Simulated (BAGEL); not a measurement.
# One shape, several levels: singlet GaHClO−

We compute a comparison of 4 runs (B3LYP/6-31G*, B3LYP/def2-SVPD, PBE0/def2-SVPD, RI-MP2/def2-SVPD) of singlet GaHClO−. 

The results are computed with BAGEL 1.2.2.

5 further runs of the same task are left out: 4 that didn't finish, 1 set aside as unsound or not needed. Runs told in other sessions of the task aren't counted.

**1. The structure to begin with**

GaHClO−: 4 atoms, total charge -1, spin state singlet. As SMILES of the parent species, `[O][GaH][Cl]`. The coordinates come from a PBE0-D4/def2-TZVP relaxation. That shape belongs to the parent species and isn't relaxed for this state.

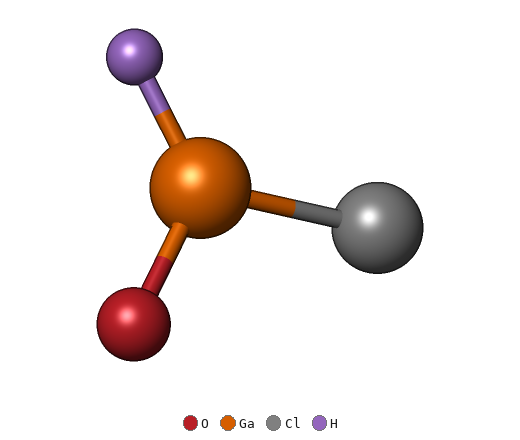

Viewed from a chosen angle; oxygen red, gallium orange, chlorine grey, hydrogen purple.

**2. A single-point energy at B3LYP/6-31G(d) (density fitting with qzvpp-jkfit, spherical functions) (run 1)**

Contents of input.json:

```json
{ "bagel": [

{
  "title": "molecule",
  "basis": "6-31gs.json",
  "df_basis": "qzvpp-jkfit",
  "angstrom": "true",
  "geometry": [
    { "atom": "O", "xyz": [   -1.739800,   -0.117700,   -0.212200 ] },
    { "atom": "Ga", "xyz": [    0.030900,    0.144300,   -0.061200 ] },
    { "atom": "Cl", "xyz": [    1.050700,   -1.557300,    0.708800 ] },
    { "atom": "H", "xyz": [    0.713700,    1.470500,   -0.455700 ] }
  ]
},
{
  "title": "ks",
  "xc_func": "b3lyp",
  "charge": -1
},
{
  "title": "print",
  "file": "orbitals.molden",
  "orbitals": "true"
}

]}
```

The basis set 6-31G* is read from a file made from the Basis Set Exchange's data (not shown).

Launch:

```sh
BAGEL_NUM_THREADS=1 BAGEL input.json > input.out
```

What it wrote:

```text
* using 1 threads per process

  ===============================================================
  ===============================================================

  *** Geometry ***

  { "atom" : "O", "xyz" : [     -3.287746,     -0.222421,     -0.401000 ] },
  { "atom" : "Ga", "xyz" : [      0.058393,      0.272687,     -0.115651 ] },
  { "atom" : "Cl", "xyz" : [      1.985535,     -2.942870,      1.339438 ] },
  { "atom" : "H", "xyz" : [      1.348698,      2.778842,     -0.861148 ] },

  Number of auxiliary basis functions:      489

  Since a DF basis is specified, we compute 2- and 3-index integrals:
    o Being stored without compression. Storage requirement is 0.017 GB

  Number of basis functions:       66
  Number of electrons      :       57

    * METHOD: MOLECULE                             0.25

  *** Kohn-Sham DFT ***

    * Removing 5701 points whose weight is below 1.00e-10
    * Grid points: 53923

  === Nuclear Repulsion ===
   240.9364549103

       - DIIS with orbital gradients will be used.

  === KS iteration (b3lyp / 6-31gs.json) ===
      0      -2387.84862310          0.15171247           0.25
      1      -2204.08645957          0.25022855           0.21
      2      -2377.28742383          0.11242702           0.20
[... 30 lines of this table left out ...]
     33      -2460.71414295          0.00000000           0.20
    * SCF iteration converged.

    * Permanent dipole moment:
           (   -1.585120,    -0.184427,    -0.153813) a.u.

    * METHOD: KS                                   7.06

    * METHOD: PRINT                                0.01

  ===============================================================
```

It took 7.5 s on 1 thread of Arm Neoverse V1, shared host; peak memory 0.23 GiB.

**3. A single-point energy at B3LYP/def2-SVPD (density fitting with qzvpp-jkfit) (run 2)**

Contents of job.json:

```json
{ "bagel": [

{
  "title": "molecule",
  "basis": "def2-svpd.json",
  "df_basis": "qzvpp-jkfit",
  "angstrom": "true",
  "geometry": [
    { "atom": "O", "xyz": [      -1.739800,      -0.117700,      -0.212200 ] },
    { "atom": "Ga", "xyz": [       0.030900,       0.144300,      -0.061200 ] },
    { "atom": "Cl", "xyz": [       1.050700,      -1.557300,       0.708800 ] },
    { "atom": "H", "xyz": [       0.713700,       1.470500,      -0.455700 ] }
  ]
},

{
  "title": "ks",
  "xc_func": "b3lyp",
  "charge": -1
},

{
  "title": "print",
  "file": "orbitals.molden",
  "orbitals": "true"
}

]}
```

The basis set def2-SVPD is read from a file made from the Basis Set Exchange's data (not shown).

Launch:

```sh
BAGEL_NUM_THREADS=1 BAGEL job.json > job.out
```

What it wrote:

```text
* using 1 threads per process

  ===============================================================
  ===============================================================

  *** Geometry ***

  { "atom" : "O", "xyz" : [     -3.287746,     -0.222421,     -0.401000 ] },
  { "atom" : "Ga", "xyz" : [      0.058393,      0.272687,     -0.115651 ] },
  { "atom" : "Cl", "xyz" : [      1.985535,     -2.942870,      1.339438 ] },
  { "atom" : "H", "xyz" : [      1.348698,      2.778842,     -0.861148 ] },

  Number of auxiliary basis functions:      489

  Since a DF basis is specified, we compute 2- and 3-index integrals:
    o Being stored without compression. Storage requirement is 0.036 GB

  Number of basis functions:       96
  Number of electrons      :       57

    * METHOD: MOLECULE                             0.27

  *** Kohn-Sham DFT ***

    * Removing 5701 points whose weight is below 1.00e-10
    * Grid points: 53923

  === Nuclear Repulsion ===
   240.9364549103

       - DIIS with orbital gradients will be used.

  === KS iteration (b3lyp / def2-svpd.json) ===
      0      -2392.76819660          0.10147371           0.36
      1      -2209.75495576          0.17899961           0.33
      2      -2387.61757031          0.08263089           0.33
[... 28 lines of this table left out ...]
     31      -2460.59898165          0.00000001           0.33
    * SCF iteration converged.

    * Permanent dipole moment:
           (   -1.979828,    -0.218839,    -0.196402) a.u.

    * METHOD: KS                                  10.82

    * METHOD: PRINT                                0.02

  ===============================================================
```

It took 11 s on 1 thread of Arm Neoverse V1, shared host; peak memory 0.29 GiB.

Run 3 isn't shown in full; the table further down has it.

**4. A single-point energy at RI-MP2/def2-SVPD (density fitting with qzvpp-jkfit) (run 4)**

Contents of mp2.json:

```json
{ "bagel": [

{
  "title": "molecule",
  "basis": "def2-svpd.json",
  "df_basis": "qzvpp-jkfit",
  "angstrom": true,
  "geometry": [
    { "atom": "O", "xyz": [      -1.739800,      -0.117700,      -0.212200 ] },
    { "atom": "Ga", "xyz": [       0.030900,       0.144300,      -0.061200 ] },
    { "atom": "Cl", "xyz": [       1.050700,      -1.557300,       0.708800 ] },
    { "atom": "H", "xyz": [       0.713700,       1.470500,      -0.455700 ] }
  ]
},

{ "title": "hf", "charge": -1 },

{ "title": "mp2", "charge": -1, "ncore": 15 }

]}
```

The basis set def2-SVPD is read from a file made from the Basis Set Exchange's data (not shown).

Launch:

```sh
BAGEL_NUM_THREADS=1 BAGEL mp2.json > mp2.out
```

What it wrote:

```text
* using 1 threads per process

  ===============================================================
  ===============================================================

  *** Geometry ***

  { "atom" : "O", "xyz" : [     -3.287746,     -0.222421,     -0.401000 ] },
  { "atom" : "Ga", "xyz" : [      0.058393,      0.272687,     -0.115651 ] },
  { "atom" : "Cl", "xyz" : [      1.985535,     -2.942870,      1.339438 ] },
  { "atom" : "H", "xyz" : [      1.348698,      2.778842,     -0.861148 ] },

[... 23 lines left out ...]
    * SCF iteration converged.
[... 1 line left out ...]
    * Permanent dipole moment:
[... 2 lines left out ...]
    * METHOD: HF                                   2.50

  *** RHF ***

  === Nuclear Repulsion ===
   240.9364549103

      * DIIS with orbital gradients will be used.

  === RHF iteration (def2-svpd.json) ===
      0      -2457.80335736          0.00000001           0.12
    * SCF iteration converged.

    * Permanent dipole moment:
           (   -2.404082,    -0.270946,    -0.236692) a.u.

  === DF-MP2 calculation ===

    * freezing 15 orbitals
    * 3-index integral transformation done
    * assembly done

      MP2 correlation energy:   -0.5973105326      0.06

      MP2 total energy:       -2458.4006678960

    * METHOD: MP2                                  0.30

  ===============================================================
```

Wall time 3.3 s (1 thread of Arm Neoverse V1, shared host); peak memory 0.14 GiB.

**5. All runs side by side**

```tsv
run	level	frozen core orbitals	energy (Eh)	HOMO energy (eV)	LUMO energy (eV)	HOMO–LUMO gap (eV)	wall time
1	B3LYP/6-31G* (density fitting with qzvpp-jkfit, spherical functions)	–	-2460.714143	-0.19	4.29	4.48	7.5 s
2	B3LYP/def2-SVPD (density fitting with qzvpp-jkfit)	–	-2460.598982	-0.73	3.59	4.32	11 s
3	PBE0/def2-SVPD (density fitting with qzvpp-jkfit)	–	-2460.044794	-0.92	3.82	4.74	11 s
4	RI-MP2/def2-SVPD (density fitting with qzvpp-jkfit)	15	-2458.400668	–	–	–	3.3 s
```

**6. Summary of results**

| quantity | value |
| --- | --- |
| run 4: total energy | -2458.40067 Eh |
| run 4: correlation energy (15 core orbitals frozen) | -597.3 mEh |

In words: Over runs 1, 2, 3 the HOMO–LUMO gap runs from 4.32 eV (B3LYP/def2-SVPD) to 4.74 eV (PBE0/def2-SVPD). The empty levels of an anion lie above zero and hang on the basis. Totals of different functionals can't be ranked against each other. All runs together took 34 s, the longest 11 s.
